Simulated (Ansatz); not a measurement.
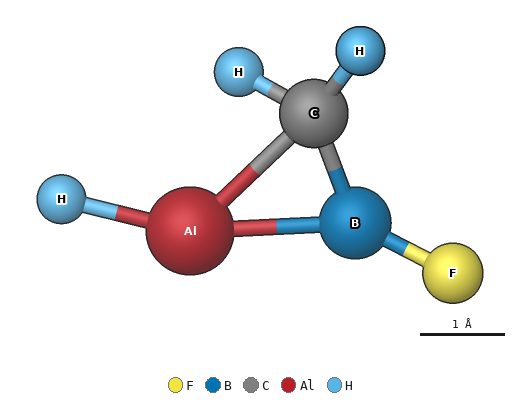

**Figure 1.** The input geometry (ball-and-stick view, seen at a tilt). Sticks mark near contacts.

**Single-point calculation, with input and output: CH3AlBF**

System: CH3AlBF, SMILES F[B]1[CH2][AlH]1.
Method: RKS PBE0-D4/def2-TZVPP (Ansatz 0.2.0).

The geometry comes from this level: PBE0-D4/def2-TZVP.

## Input
```yaml
crystal:
  periodic: [false, false, false]
  atoms:
    - {symbol: F, position_ang: [-0.817965, -1.964801, 1.151545]}
    - {symbol: B, position_ang: [-0.363069, -1.031049, 0.329859]}
    - {symbol: C, position_ang: [0.500238, 0.144448, 0.566516]}
    - {symbol: Al, position_ang: [-0.687351, 0.231133, -1.158816]}
    - {symbol: H, position_ang: [1.023733, 0.687062, -0.247890]}
    - {symbol: H, position_ang: [0.960724, 0.441293, 1.508779]}
    - {symbol: H, position_ang: [-0.555111, 1.423915, -2.195492]}
basis:
  gaussian: {orbitals: def2-TZVPP}
hamiltonian: {xc: pbe0, dispersion: d4}
output: {orbitals: {seedname: orbitals}}
```

Launch command:
```bash
ansatz run in.yaml --threads 2 --pin off --events-out ev --progress --plain --max-ram 4352MiB
```

## Log
```
Functional definition: PBE0
  name "PBE0"
  cite "Adamo & Barone, J. Chem. Phys. 110, 6158 (1999) doi:10.1063/1.478522"
  cite "Perdew, Burke & Ernzerhof, Phys. Rev. Lett. 77, 3865 (1996) doi:10.1103/PhysRevLett.77.3865"
  parent pbe
  parameter a = 0.25
  parameter kappa = 0.804
  parameter beta = 0.06672455060314922
  exchange = (1 - a)*pbe_x(kappa = kappa, mu = beta*pi^2/3) + a*exact_x
  correlation = pbe_c(beta = beta)
982 factors; their error is unknown
mean field evaluation 1: about -11060.1800 eV, gradient 6.1e1 eV
mean field evaluation 2: about -11027.2572 eV, gradient 1.1e2 eV
mean field evaluation 4: about -11069.2694 eV, gradient 8.0e0 eV
mean field evaluation 8: about -11069.4413 eV, gradient 1.5e-1 eV
mean field evaluation 16: about -11069.4623 eV, gradient 8.7e-5 eV
mean field -11069.46226138 eV, -406.7952349545 hartree, gradient 8.7e-5 eV, S^2 0.000000; 0 other end points of the search recorded, 0 dependent functions left out
reference -11069.46229256 eV, -406.7952361005 hartree; 18, 18 occupied and 159, 159 virtual orbitals, 982 factors
Total energy: -11069.55573851 eV, -406.7986701758 hartree
```

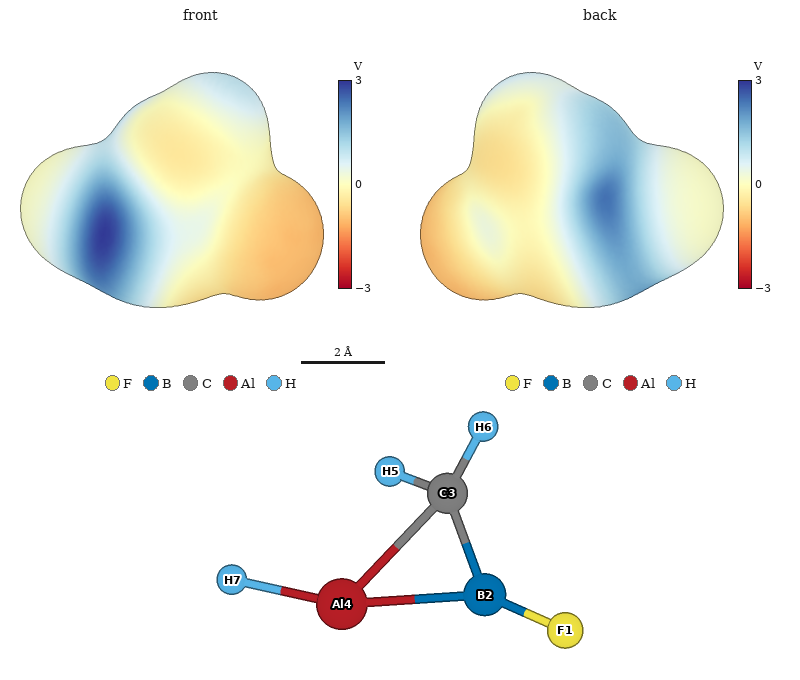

**Figure 2.** The electrostatic potential painted on the density surface at 0.002 e/bohr³, seen at a tilt and from behind; red is negative and blue positive. The bare structure is drawn below in the same view. A positive charge is drawn to the negative regions and a negative charge to the positive ones.

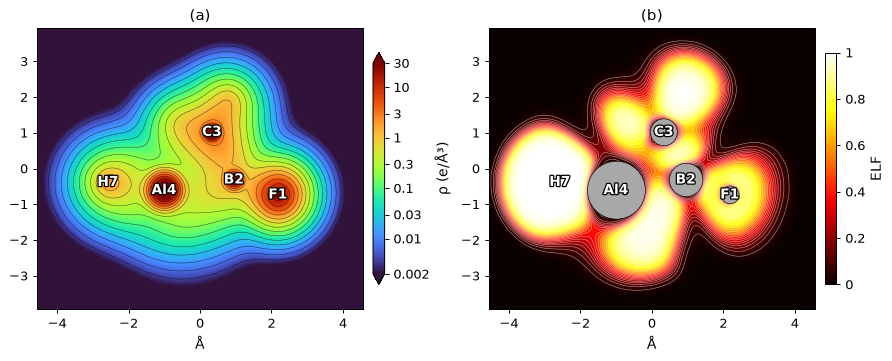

**Figure 3.** (a) electron density; (b) electron localisation function on the plane of atoms C3, Al4 and H7. Grey discs, where drawn, cover atomic cores. Atoms in the plane: F, B, C, Al and H. C–B (1.48 Å): ρ at the midpoint is about 1.6 e/Å³; the ELF peaks at about 0.95 between the atoms (a shared electron pair).

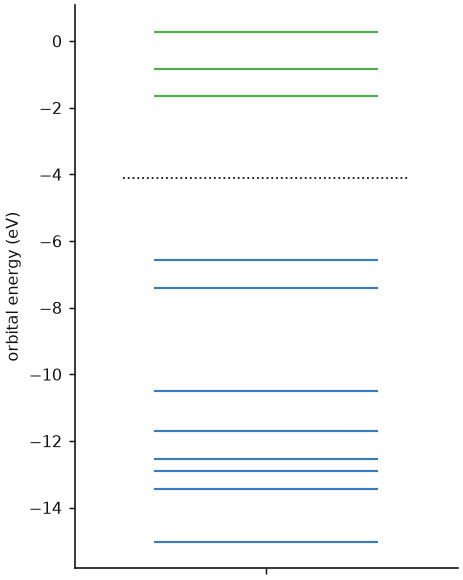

**Figure 4.** Orbital energies near the frontier; the dotted line parts filled from empty levels, and levels within 0.02 eV of each other stand side by side. Highest filled −6.57 eV, lowest empty −1.65 eV, 4.92 eV apart.

## Summary

| quantity | value |
| --- | --- |
| outcome | converged |
| total energy | −11069.5557 eV |
| mean-field energy | −11069.4623 eV |
| dispersion energy | −0.0934 eV |
| SCF solution under orbital rotations | stable |
| HOMO | −6.57 eV |
| LUMO | −1.65 eV |
| hardware | 2 threads of Arm Neoverse V2, 23 GiB of memory available, shared host |
| wall time | 1.9 s (CPU time 3.6 s) |
| peak memory | 0.34 GiB |
